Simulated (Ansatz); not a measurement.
**H₄O₂Si···HBr: density, localisation and related maps**

```yaml
atoms:
  - { symbol: Si, position_ang: [-0.6510, 0.2479, 0.7478] }
  - { symbol: Br, position_ang: [1.0360, -1.3332, -2.3291] }
  - { symbol: H, position_ang: [-1.4634, -0.9864, 0.6957] }
  - { symbol: H, position_ang: [-0.9232, 1.0838, 1.9368] }
  - { symbol: O, position_ang: [-0.9099, 1.2234, -0.5366] }
  - { symbol: H, position_ang: [1.1998, -1.0538, -0.9207] }
  - { symbol: O, position_ang: [0.9095, -0.3254, 0.7973] }
  - { symbol: H, position_ang: [-0.7961, 0.8382, -1.4102] }
  - { symbol: H, position_ang: [1.5982, 0.3056, 1.0189] }
```

The product side of a reaction path; geometry: PBE0-D4/def2-TZVP.

These are results of Ansatz 0.2.0, RKS PBE0-D4/def2-TZVPP, not measurements.

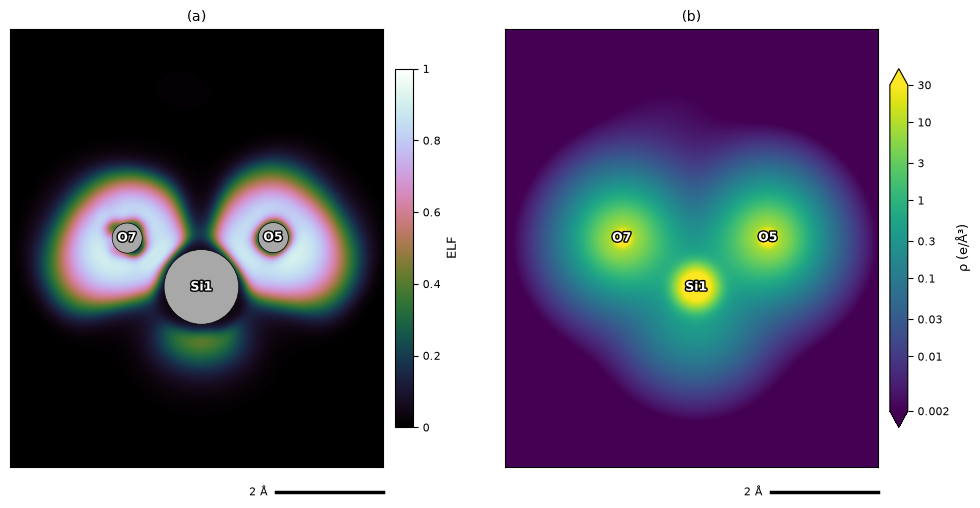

Figure 1. (a) electron localisation function; (b) electron density on the plane of atoms O5, Si1 and O7. Grey discs cover the atomic cores in the ELF map.

Question: Describe what can be read from this map.

Answer:
- Atoms in the plane: Si and O.
- Si–O (1.63 Å): ρ is about 1.2 e/Å³ halfway; the ELF peaks at about 0.90 between the atoms (a shared but strongly polarised pair).
- The ELF also peaks beside O7 and O5, away from the bonds: lone-pair regions.

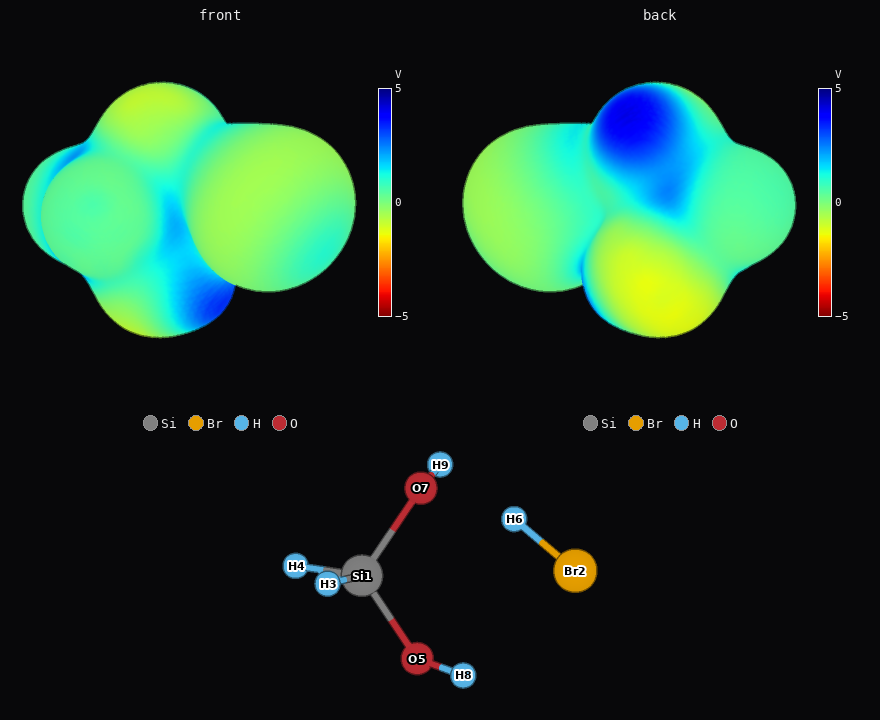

Figure 2. The molecular electrostatic potential painted on the density surface at 0.004 e/bohr³, seen from the front and from behind; the colour scale runs from red (negative) to blue (positive). The bare structure is drawn below in the same view.

Question: Describe the electrostatic potential map.

Answer: The most negative region (about −1.3 V) lies over O5, the most positive (about +4.0 V) over H9. Br2 shows a σ-hole: about +1.0 V at the tip opposite its bond, against about −0.3 V on its flanks. O5 is the likeliest acceptor of a hydrogen bond.

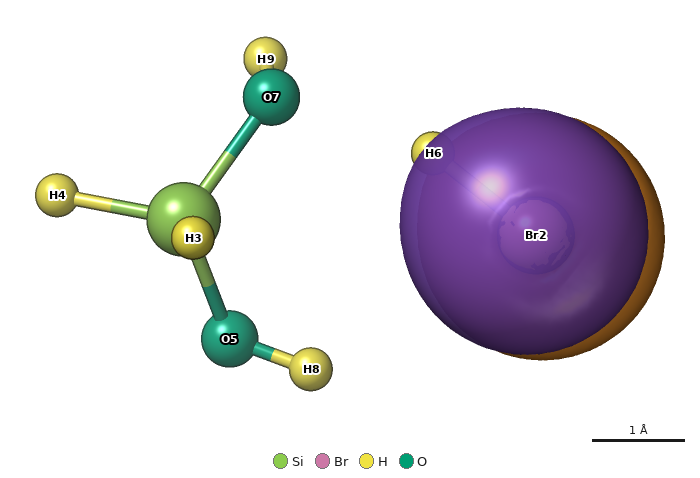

Figure 3. The HOMO at ±0.1 Å⁻³ᐟ² (orange and purple are the two phases), seen at a tilt.

Question: Describe this orbital and give its energy.

Answer: By Hirshfeld shares it lies mainly on Br2 (about 95 %); largely a lone pair of Br2. Its energy is −8.55 eV.
